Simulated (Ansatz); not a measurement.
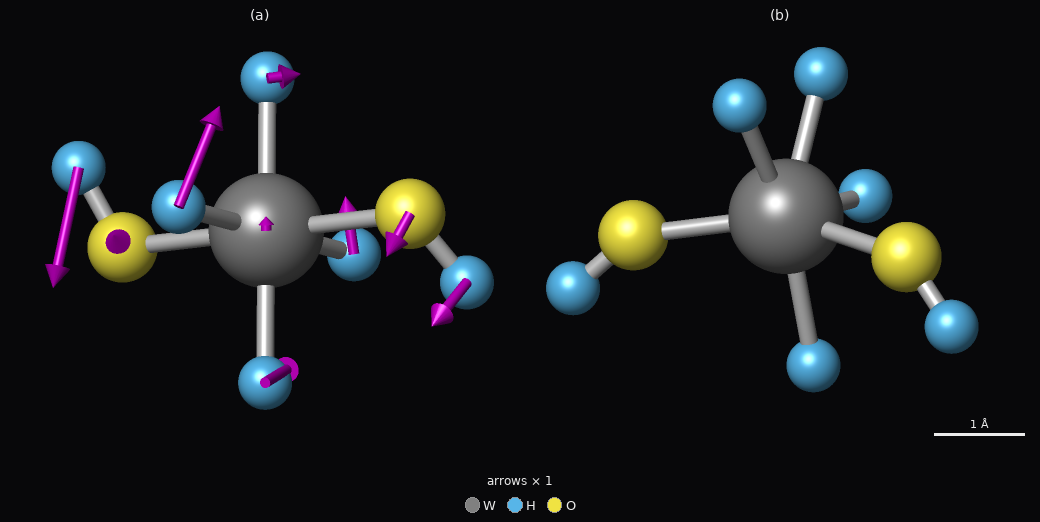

The structure of WH6O2 before (left) and after (right) a relaxation, at one scale. The purple arrows give the displacements, at their true length.

Style: ball-and-stick. Shown at a tilt.

The run prepares the start of a later molecular dynamics calculation, from a guessed geometry.

Method: RHF/def2-SVP (Ansatz 0.2.0). (no spin polarisation; force threshold 0.02 eV/Å; at most 40 steps)

Summarise the run.

Answer. The atom that moves furthest after the best rigid fit is an H atom (1.38 Å). By element the largest moves are H 1.38 Å, O 0.56 Å, W 0.16 Å. Near-neighbour distances that change, for instance: O–W 1.940 → 1.832 Å, H–W 1.720 → 1.793 Å, H–O 1.010 → 0.944 Å, H–W 1.720 → 1.670 Å. Among the angles between lasting bonds that change: H–W–H 90.0° → 157.1°, H–W–H 180.0° → 127.2°, H–W–H 180.0° → 138.4°. Over 22 accepted moves (27 points after the start) the energy falls by 4.286 eV. Largest force component: 2.8 eV/Å at the start, 0.019 eV/Å at the end. The line search rejected the trial steps at points 12, 13, 16, 20, 24 of the run.

Limits of the set-up: Hartree-Fock leaves out electron correlation.
